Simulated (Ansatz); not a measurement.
## Nudged elastic band of CH$_{6}$InN

- system: CH$_{6}$InN
- method: RKS PBE0-D4/def2-SVP (Ansatz 0.2.0)

Figures and captions count atoms from 1; the log counts them from 0 in places.

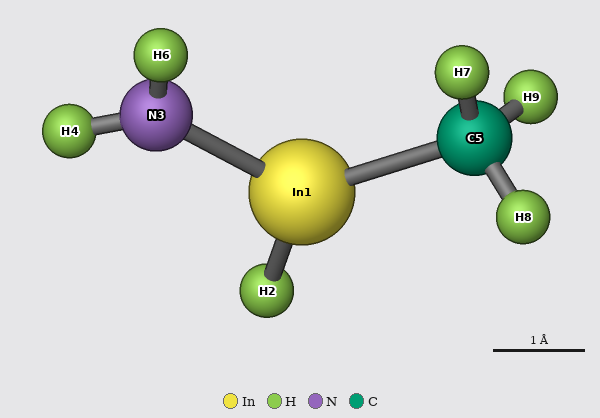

Figure 1. The input geometry (ball-and-stick view, seen at an oblique angle; atoms are numbered from 1 in the order of the input). Sticks mark near contacts.

## Input
```yaml
crystal:
  periodic: [false, false, false]
  atoms:
    - {symbol: In, position_ang: [-0.408499, -0.687193, -0.271967]}
    - {symbol: H, position_ang: [-1.134157, -2.182437, -0.703402]}
    - {symbol: N, position_ang: [-1.131732, 0.903419, -1.273520]}
    - {symbol: H, position_ang: [-1.855689, 0.856608, -1.970708]}
    - {symbol: C, position_ang: [1.132369, -0.240854, 1.150349]}
    - {symbol: H, position_ang: [-0.817313, 1.850116, -1.140719]}
    - {symbol: H, position_ang: [1.352312, 0.827002, 1.149743]}
    - {symbol: H, position_ang: [0.818970, -0.536685, 2.153076]}
    - {symbol: H, position_ang: [2.043639, -0.789978, 0.907147]}
basis:
  gaussian: {orbitals: def2-SVP}
hamiltonian: {xc: pbe0, dispersion: d4}
neb:
  images: 5
  climbing: true
  max_iterations: 40
  initial_path: idpp
  final_atoms:
    - {symbol: In, position_ang: [-0.103483, 0.816174, -0.023365]}
    - {symbol: H, position_ang: [-1.148952, -1.831642, -1.334101]}
    - {symbol: N, position_ang: [-1.397104, 1.413674, -1.271662]}
    - {symbol: H, position_ang: [-1.442306, -1.181565, -1.570137]}
    - {symbol: C, position_ang: [1.223517, -0.266232, 1.210421]}
    - {symbol: H, position_ang: [-1.493672, 2.430598, -1.274161]}
    - {symbol: H, position_ang: [2.228742, 0.147781, 1.131918]}
    - {symbol: H, position_ang: [0.893586, -0.221661, 2.248186]}
    - {symbol: H, position_ang: [1.239570, -1.307125, 0.882900]}
```

Launched with:
```bash
ansatz run in.yaml --threads 4 --pin off --events-out ev --progress --plain --max-ram 9574MiB
```

## What the program printed
```
Functional definition: PBE0
  name "PBE0"
  cite "Adamo & Barone, J. Chem. Phys. 110, 6158 (1999) doi:10.1063/1.478522"
  cite "Perdew, Burke & Ernzerhof, Phys. Rev. Lett. 77, 3865 (1996) doi:10.1103/PhysRevLett.77.3865"
  parent pbe
  parameter a = 0.25
  parameter kappa = 0.804
  parameter beta = 0.06672455060314922
  exchange = (1 - a)*pbe_x(kappa = kappa, mu = beta*pi^2/3) + a*exact_x
  correlation = pbe_c(beta = beta)
1017 factors; integrals over basis functions are off by at most 3.8e-4 eV
mean field evaluation 1: about -7782.1348 eV, gradient 6.9e1 eV
mean field evaluation 2: about -7751.6033 eV, gradient 1.2e2 eV
mean field evaluation 4: about -7792.8556 eV, gradient 8.6e0 eV
mean field evaluation 8: about -7793.0765 eV, gradient 3.0e-2 eV
mean field -7793.07645427 eV, -286.3902773574 hartree, gradient 7.9e-5 eV, S^2 0.000000; 0 other end points of the search recorded, 0 dependent functions left out
the calculation of the forces begins
reference -7793.07648897 eV, -286.3902786328 hartree; 20, 20 occupied and 64, 64 virtual orbitals, 1017 factors
1019 factors; integrals over basis functions are off by at most 5.6e-4 eV
mean field evaluation 16: about -7775.7509 eV, gradient 7.7e1 eV
mean field evaluation 32: about -7790.5011 eV, gradient 2.4e-5 eV
mean field -7790.50105180 eV, -286.2956330624 hartree, gradient 2.4e-5 eV, S^2 0.000000; 0 other end points of the search recorded, 0 dependent functions left out
[... from here on the field's lines of each further geometry are left out, up to the last ...]
WARN: NEB end point (image 0): max|allowed force component| = 3.112e-1 eV/Å (the criterion of neb.relax_end_points is 1.000e-2). That is over neb.f_tol: it is no minimum, so the barrier can be far off. Relax it first
WARN: NEB end point (image 6): max|allowed force component| = 4.310e-1 eV/Å (the criterion of neb.relax_end_points is 1.000e-2). That is over neb.f_tol: it is no minimum, so the barrier can be far off. Relax it first
NEB iter   1: max|band force component| = 3.768e0 eV/Å  barrier→ = 5.8303 eV  barrier← = 3.2614 eV  Δτ_max = 0.2000 Å  (186 SCF iters)
NEB iter   2: max|band force component| = 2.962e0 eV/Å  barrier→ = 4.7543 eV  barrier← = 2.1854 eV  Δτ_max = 0.2000 Å  (153 SCF iters)
NEB iter   3: max|band force component| = 7.611e0 eV/Å  barrier→ = 3.8372 eV  barrier← = 1.2683 eV  Δτ_max = 0.0980 Å  (148 SCF iters)
NEB iter   4: max|band force component| = 3.125e0 eV/Å  barrier→ = 3.7397 eV  barrier← = 1.1708 eV  Δτ_max = 0.1000 Å  (145 SCF iters)
NEB iter   5: max|band force component| = 2.126e0 eV/Å  barrier→ = 3.5723 eV  barrier← = 1.0034 eV  Δτ_max = 0.1991 Å  (144 SCF iters)
NEB iter   6: max|band force component| = 1.105e0 eV/Å  barrier→ = 3.0466 eV  barrier← = 0.4777 eV  Δτ_max = 0.1983 Å  (144 SCF iters)
NEB iter   7: max|band force component| = 3.670e0 eV/Å  barrier→ = 3.1554 eV  barrier← = 0.5865 eV  Δτ_max = 0.1011 Å  (145 SCF iters)
NEB iter   8: max|band force component| = 8.369e-1 eV/Å  barrier→ = 2.9221 eV  barrier← = 0.3532 eV  Δτ_max = 0.0993 Å  (143 SCF iters)
NEB iter   9: max|band force component| = 7.639e-1 eV/Å  barrier→ = 2.8020 eV  barrier← = 0.2331 eV  CI = image 4  Δτ_max = 0.2000 Å  (144 SCF iters)
NEB iter  10: max|band force component| = 6.521e-1 eV/Å  barrier→ = 3.0717 eV  barrier← = 0.5028 eV  CI = image 4  Δτ_max = 0.0988 Å  (142 SCF iters)
NEB iter  11: max|band force component| = 9.453e-1 eV/Å  barrier→ = 3.0896 eV  barrier← = 0.5207 eV  CI = image 4  Δτ_max = 0.0491 Å  (143 SCF iters)
NEB iter  12: max|band force component| = 3.262e-1 eV/Å  barrier→ = 3.0738 eV  barrier← = 0.5049 eV  CI = image 4  Δτ_max = 0.0473 Å  (137 SCF iters)
NEB iter  13: max|band force component| = 2.197e-1 eV/Å  barrier→ = 3.0689 eV  barrier← = 0.5000 eV  CI = image 4  Δτ_max = 0.0760 Å  (141 SCF iters)
NEB iter  14: max|band force component| = 3.214e-1 eV/Å  barrier→ = 3.0684 eV  barrier← = 0.4995 eV  CI = image 4  Δτ_max = 0.0380 Å  (139 SCF iters)
NEB iter  15: max|band force component| = 7.730e-2 eV/Å  barrier→ = 3.0680 eV  barrier← = 0.4991 eV  CI = image 4  Δτ_max = 0.0147 Å  (127 SCF iters)
NEB iter  16: max|band force component| = 5.736e-2 eV/Å  barrier→ = 3.0679 eV  barrier← = 0.4990 eV  CI = image 4  Δτ_max = 0.0039 Å  (110 SCF iters)
the calculation of the forces begins
reference -7790.49875314 eV, -286.2955485882 hartree; 20, 20 occupied and 64, 64 virtual orbitals, 1019 factors
these checks for a lower state are left out or cut short: stability, starts, cluster_reference, orbital_swaps, neighbouring_geometries, increment
1019 factors; integrals over basis functions are off by at most 9.8e-4 eV
mean field -7790.02566071 eV, -286.2781627622 hartree, gradient 1.1e-6 eV, S^2 0.000000; 0 other end points of the search recorded, 0 dependent functions left out
the calculation of the forces begins
reference -7790.02569406 eV, -286.2781639878 hartree; 20, 20 occupied and 64, 64 virtual orbitals, 1019 factors
NEB iter  17: max|band force component| = 1.562e-2 eV/Å  barrier→ = 3.0679 eV  barrier← = 0.4990 eV  CI = image 4  CI's point: of a kind that is not told: the force calls were inconclusive, a negative curvature could not be distinguished from the path's own, the only one lies far off the path, or fixed occupations may fill a level only in part  Δτ_max = 0.0000 Å  (956 SCF iters)
```

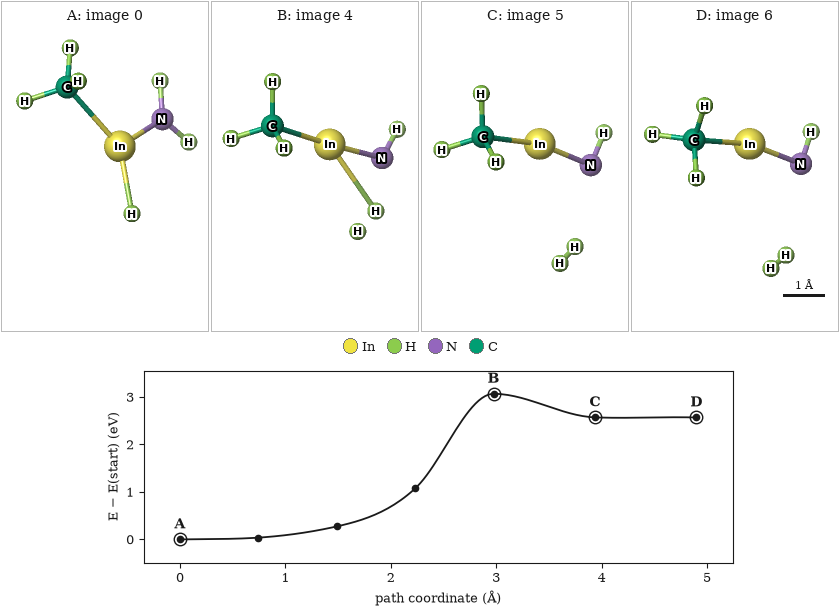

Figure 2. Images of the last band (counted from 0; ball-and-stick, seen at a tilt) above the energy along the path; the line is a cubic interpolation that uses the forces. The highest image is number 4, 3.068 eV above the start and 0.499 eV above the end (the climbing image); the end lies 2.569 eV above the start. The path is 4.90 Å long. The band converged in 17 iterations. The end points carry forces over 0.1 eV/Å, so they aren't fully relaxed minima and the barriers are approximate.

```
Total energy: -7790.12028244 eV, -286.2816400466 hartree
Atom 0 at    -0.144811     0.333575    -0.085138 Å, force     0.002835     0.004484     0.001652 eV/Å
Atom 1 at    -1.262821    -1.167666    -1.317017 Å, force    -0.001196    -0.000500    -0.000320 eV/Å
Atom 2 at    -1.512349     1.103801    -1.251965 Å, force    -0.005322    -0.004070    -0.006187 eV/Å
Atom 3 at    -1.608357    -0.302184    -1.527891 Å, force     0.002163     0.004540     0.003135 eV/Å
Atom 4 at     1.370920    -0.418303     1.216003 Å, force     0.002583     0.005808    -0.000043 eV/Å
Atom 5 at    -1.736305     2.100512    -1.340940 Å, force     0.002615    -0.003034     0.002473 eV/Å
Atom 6 at     2.063021     0.390612     1.489428 Å, force    -0.002839    -0.003002    -0.000082 eV/Å
Atom 7 at     0.906942    -0.828492     2.123471 Å, force    -0.001108    -0.001937     0.000801 eV/Å
Atom 8 at     1.923660    -1.211856     0.694049 Å, force     0.000268    -0.002290    -0.001430 eV/Å
Dipole moment:     0.586642     0.140064     0.559187 e Å
```

## The last band as extended XYZ (Å, eV, eV/Å)
```
9
Properties=species:S:1:pos:R:3:forces:R:3 image=0 energy=-7793.18813
In   -0.4085   -0.6872   -0.2720   -0.0096  -0.0791   0.0052
H    -1.1342   -2.1824   -0.7034   -0.0364  -0.0938  -0.0181
N    -1.1317    0.9034   -1.2735    0.0666  -0.1636   0.0948
H    -1.8557    0.8566   -1.9707   -0.2345   0.0037  -0.2291
C     1.1324   -0.2409    1.1503   -0.1052  -0.0482  -0.0945
H    -0.8173    1.8501   -1.1407    0.0932   0.3112   0.0332
H     1.3523    0.8270    1.1497    0.0614   0.3013  -0.0004
H     0.8190   -0.5367    2.1531   -0.0889  -0.0803   0.2786
H     2.0436   -0.7900    0.9071    0.2534  -0.1511  -0.0697
9
Properties=species:S:1:pos:R:3:forces:R:3 image=1 energy=-7793.15069
In   -0.3262   -0.5087   -0.2889   -0.0182  -0.0529  -0.0140
H    -0.9791   -2.0230   -0.8164    0.0026  -0.0714   0.0097
N    -1.2933    0.9749   -1.2643    0.0152  -0.0105   0.0115
H    -2.0140    0.7263   -1.9327   -0.0075   0.0605  -0.0080
C     1.2412   -0.2917    1.1790   -0.0165   0.0082  -0.0158
H    -1.1747    1.9794   -1.2205    0.0673  -0.0058   0.0613
H     1.7293    0.6922    1.1832   -0.0482   0.0280  -0.0423
H     0.8197   -0.4824    2.1781   -0.0070   0.0202  -0.0086
H     1.9969   -1.0670    0.9826    0.0122   0.0238   0.0062
9
Properties=species:S:1:pos:R:3:forces:R:3 image=2 energy=-7792.91461
In   -0.2485   -0.2652   -0.2284   -0.0534  -0.1831  -0.0514
H    -0.9705   -1.7118   -0.8707    0.0906  -0.2644   0.0920
N    -1.4054    1.0128   -1.2738    0.0268  -0.0032   0.0243
H    -2.0266    0.4540   -1.8488   -0.1442   0.2456  -0.1268
C     1.3446   -0.3202    1.2182   -0.0228   0.0161  -0.0266
H    -1.5450    2.0035   -1.4213    0.1377   0.0480   0.1183
H     1.9616    0.5789    1.3427   -0.0874   0.0698  -0.0698
H     0.9071   -0.5963    2.1900    0.0018   0.0381  -0.0041
H     1.9825   -1.1558    0.8922    0.0509   0.0331   0.0438
9
Properties=species:S:1:pos:R:3:forces:R:3 image=3 energy=-7792.11412
In   -0.1780    0.0035   -0.1550   -0.1232  -1.0199  -0.1657
H    -1.0803   -1.3291   -1.0443    0.6799  -0.3672   0.6089
N    -1.4680    1.0320   -1.2641    0.1080  -0.1058   0.1004
H    -1.8359    0.1470   -1.6537   -0.6452   1.6002  -0.4960
C     1.3912   -0.3629    1.2335    0.0521   0.0484   0.0263
H    -1.7748    1.9677   -1.5022   -0.1900  -0.2767  -0.1971
H     2.0812    0.4610    1.4463   -0.0146   0.0796  -0.0011
H     0.9280   -0.7186    2.1654    0.0455   0.0246   0.0248
H     1.9365   -1.2006    0.7740    0.0875   0.0169   0.0994
9
Properties=species:S:1:pos:R:3:forces:R:3 image=4 energy=-7790.12025
In   -0.1448    0.3336   -0.0851    0.0028   0.0045   0.0017
H    -1.2628   -1.1677   -1.3170   -0.0012  -0.0005  -0.0003
N    -1.5123    1.1038   -1.2520   -0.0053  -0.0041  -0.0062
H    -1.6084   -0.3022   -1.5279    0.0022   0.0045   0.0031
C     1.3709   -0.4183    1.2160    0.0026   0.0058   0.0000
H    -1.7363    2.1005   -1.3409    0.0026  -0.0030   0.0025
H     2.0630    0.3906    1.4894   -0.0028  -0.0030  -0.0001
H     0.9069   -0.8285    2.1235   -0.0011  -0.0019   0.0008
H     1.9237   -1.2119    0.6940    0.0003  -0.0023  -0.0014
9
Properties=species:S:1:pos:R:3:forces:R:3 image=5 energy=-7790.61697
In   -0.1401    0.7073    0.0305    0.0022   0.0494   0.0137
H    -1.1906   -1.5917   -1.5213   -0.0040  -0.0504  -0.0156
N    -1.5110    1.3080   -1.1601    0.0026   0.0317   0.0099
H    -1.4826   -0.8909   -1.6474    0.0099  -0.0745  -0.0075
C     1.3074   -0.3341    1.1975   -0.0064   0.0094  -0.0029
H    -1.6739    2.3212   -1.1011    0.0190   0.0316   0.0253
H     2.0350    0.3944    1.5829    0.0036  -0.0055   0.0024
H     0.8212   -0.8416    2.0421   -0.0103   0.0024  -0.0085
H     1.8345   -1.0726    0.5768   -0.0166   0.0059  -0.0170
9
Properties=species:S:1:pos:R:3:forces:R:3 image=6 energy=-7790.61922
In   -0.2058    0.7846    0.1394    0.0972   0.0081   0.1093
H    -0.8842   -1.6389   -1.7283    0.2414  -0.4193   0.0728
N    -1.5432    1.4683   -1.0149   -0.1614  -0.1485  -0.2435
H    -1.2536   -0.9941   -1.8390   -0.2394   0.4310  -0.0657
C     1.2265   -0.3627    1.1820   -0.0584   0.0194  -0.0479
H    -1.7680    2.4442   -0.8138   -0.0843   0.2706   0.0304
H     2.1723    0.1767    1.2330    0.2615   0.1617   0.0030
H     0.8759   -0.5752    2.1918   -0.1088  -0.0573   0.2829
H     1.3801   -1.3030    0.6497    0.0522  -0.2658  -0.1413
```

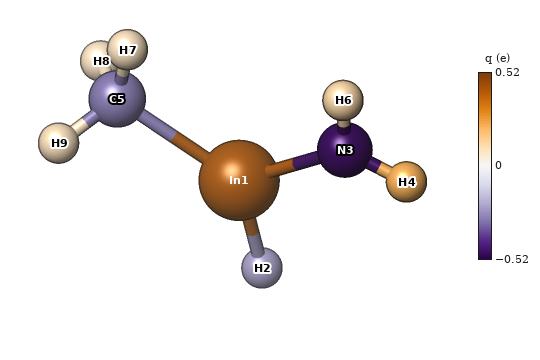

Figure 3. Mulliken charges, as the colour of each atom (ball-and-stick view, seen at a tilt; atoms are numbered from 1 in the order of the input). By element: In +0.45, H −0.26 to +0.23, N −0.49 and C −0.31 e.

## Key numbers

```csv
quantity,value
outcome,converged
"barrier, forward",3.068 eV
"barrier, backward",0.499 eV
dipole moment (one image of the band),3.95 D
hardware,"4 threads of Arm Neoverse V1, 23 GiB of memory available, shared host"
wall time,2.1 min (CPU time 7.3 min)
peak memory,0.42 GiB
```
